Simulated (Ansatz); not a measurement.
# CdTe: pressure series

Take CdTe in the zinc blende structure (space group F-43m, No. 216; a = 6.618 Å) as the base.

Cell and atoms are relaxed at each pressure.

All numbers come from PBE/PAW in Ansatz (a program for electronic structure), scalar-relativistic without spin-orbit coupling.

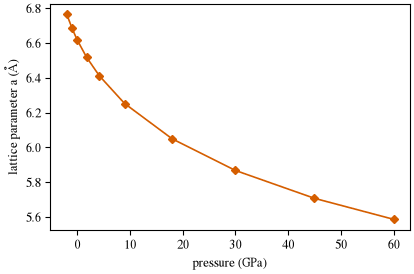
Lattice parameter a against pressure

```json
[
 {"pressure (GPa)": "-2", "lattice parameter a": "6.768 Å"},
 {"pressure (GPa)": "-1", "lattice parameter a": "6.687 Å"},
 {"pressure (GPa)": "1.8", "lattice parameter a": "6.518 Å"},
 {"pressure (GPa)": "4.2", "lattice parameter a": "6.412 Å"},
 {"pressure (GPa)": "9", "lattice parameter a": "6.252 Å"},
 {"pressure (GPa)": "18", "lattice parameter a": "6.050 Å"},
 {"pressure (GPa)": "30", "lattice parameter a": "5.868 Å"},
 {"pressure (GPa)": "45", "lattice parameter a": "5.708 Å"},
 {"pressure (GPa)": "60", "lattice parameter a": "5.587 Å"}
]
```

Load acts through the strain it causes; cell and atoms are relaxed under it. Whether these cells are dynamically stable was not tested. Measured, CdTe leaves this structure (for cinnabar) near 3.53 GPa (temperature not stated; as listed in Datta, Sujoy, Jana, Debnarayan, arXiv (2020)), on rising pressure, with hysteresis.
